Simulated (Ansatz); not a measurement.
# SnPb5Se6: the cost of one run

Method: DFT PBE, scalar-relativistic, plane waves, PAW, in Ansatz 0.2.0.

### 1 The starting structure

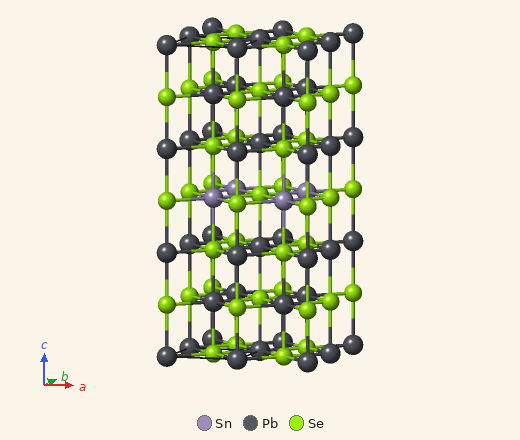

The starting structure, seen slightly off an axis (tin purple, lead dark grey, selenium green). 2×2×1 cells are drawn. Atoms on the faces are drawn again on the opposite ones.

Structure file:

```cif
data_structure
_symmetry_space_group_name_H-M 'P4/mmm'
_symmetry_Int_Tables_number 123
_cell_length_a 4.3638
_cell_length_b 4.3638
_cell_length_c 18.5142
_cell_angle_alpha 90.000
_cell_angle_beta 90.000
_cell_angle_gamma 90.000
_cell_volume 352.57
loop_
_atom_site_label
_atom_site_type_symbol
_atom_site_symmetry_multiplicity
_atom_site_Wyckoff_symbol
_atom_site_fract_x
_atom_site_fract_y
_atom_site_fract_z
_atom_site_occupancy
Sn1 Sn 1 d 0.50000 0.50000 0.50000 1
Pb1 Pb 1 a 0.00000 0.00000 0.00000 1
Pb2 Pb 2 h 0.50000 0.50000 0.16667 1
Pb3 Pb 2 g 0.00000 0.00000 0.33333 1
Se1 Se 2 g 0.00000 0.00000 0.16667 1
Se2 Se 2 h 0.50000 0.50000 0.33333 1
Se3 Se 1 b 0.00000 0.00000 0.50000 1
Se4 Se 1 c 0.50000 0.50000 0.00000 1
```

The start is an ordering of an alloy on its end members' structure types: elements ordered on the sites of the SnSe type, Pb/Sn on Sn (P4/mmm, No. 123).

### 2 Probe: one point on a coarse mesh

The input, input.yaml:

```yaml
crystal:
  lattice:
    - [4.36383007, 0.0, 0.0]
    - [0.0, 4.36383007, 0.0]
    - [0.0, 0.0, 18.51416302]
  atoms:
    - { symbol: Sn, position: [0.5, 0.5, 0.5] }
    - { symbol: Pb, position: [0.0, 0.0, 0.0] }
    - { symbol: Pb, position: [0.5, 0.5, 0.16666667] }
    - { symbol: Pb, position: [0.0, 0.0, 0.33333333] }
    - { symbol: Pb, position: [0.0, 0.0, 0.66666667] }
    - { symbol: Pb, position: [0.5, 0.5, 0.83333333] }
    - { symbol: Se, position: [0.0, 0.0, 0.16666667] }
    - { symbol: Se, position: [0.5, 0.5, 0.33333333] }
    - { symbol: Se, position: [0.0, 0.0, 0.5] }
    - { symbol: Se, position: [0.5, 0.5, 0.66666667] }
    - { symbol: Se, position: [0.0, 0.0, 0.83333333] }
    - { symbol: Se, position: [0.5, 0.5, 0.0] }
basis:
  ecutwfc: 420
kpoints:
  mp_grid: { grid: [4, 4, 1] }
hamiltonian:
  xc: pbe
scf:
  occupations: { method: gaussian, width: 0.1 }
  lower_state_search: "off"
output:
  forces: true
  stress: true
  eigenvalues: true
```

Command:

```bash
$ ansatz run input.yaml --threads 1 --pin off --max-ram 2560MiB --backend cpu --events-out ev --progress --plain --runs-dir out
```

**Question.** How long does this run take on 1 thread of Intel Xeon at 2.50GHz (Skylake/Cascade Lake), shared host, and how much memory does it need?

About 22 s, with a peak of 0.69 GiB.
